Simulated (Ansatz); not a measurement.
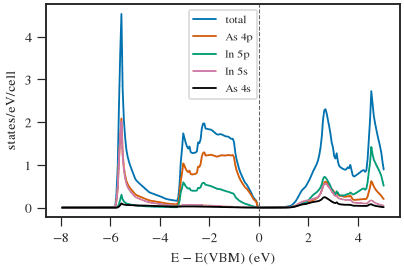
Fig. 1. Total and projected density of states of InAs (zinc blende, F-43m), DFT-r²SCAN in the program Ansatz with PAW potentials

### Question
Which orbitals carry the states next to the gap?

### Answer
Top 1 eV of the valence band: As 4p 80 %, In 5p 17 %. Bottom 1 eV of the conduction band: In 5s 42 %, As 4p 27 %, As 4s 23 %, In 5p 6 %. Projections are on Löwdin-orthogonalised atomic valence shells; empty p or d shells of many metals are not among them.

### Question
Where is the tallest occupied peak in this window, and what makes it?

### Answer
Near -5.5 eV, about 4.5 states/eV per cell; the largest projected share is As 4p.

Symmetry was held in the r²SCAN relaxation. Scalar-relativistic: spin–orbit coupling is off unless named, which matters more the heavier the elements.

Potentials: the earlier of the program's two PAW sets.
